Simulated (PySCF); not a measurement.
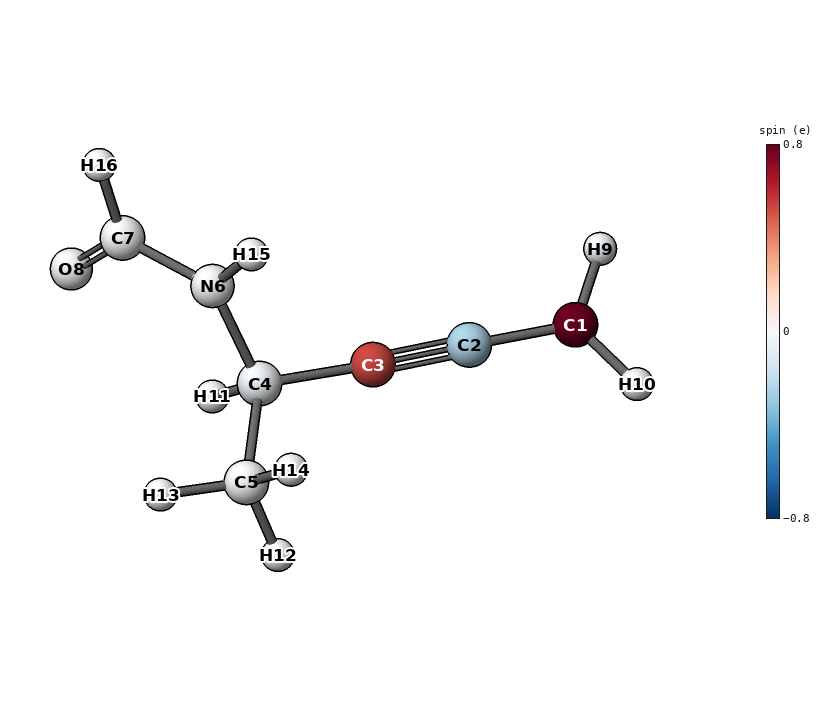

Atoms are coloured by their Mulliken spin populations. Charge 0, doublet. The geometry was computed by an optimisation with GFN2-xTB. No frequency run is at hand to confirm it as a minimum. Properties computed with UKS B3LYP, pcH-1 on C H N O, non-relativistic (PySCF 2.14.0).

Give the Mulliken spin populations atom by atom.

```json
{"atom": "C1", "value (e)": "0.78"}
{"atom": "C2", "value (e)": "−0.26"}
{"atom": "C3", "value (e)": "0.53"}
{"atom": "C4", "value (e)": "−0.04"}
{"atom": "C5", "value (e)": "0.00"}
{"atom": "N6", "value (e)": "0.01"}
{"atom": "C7", "value (e)": "0.00"}
{"atom": "O8", "value (e)": "0.01"}
{"atom": "H9", "value (e)": "−0.04"}
{"atom": "H10", "value (e)": "−0.04"}
{"atom": "H11", "value (e)": "0.03"}
{"atom": "H12", "value (e)": "0.00"}
{"atom": "H13", "value (e)": "0.00"}
{"atom": "H14", "value (e)": "0.00"}
{"atom": "H15", "value (e)": "0.00"}
{"atom": "H16", "value (e)": "0.00"}
```

Mulliken values depend strongly on the basis set.
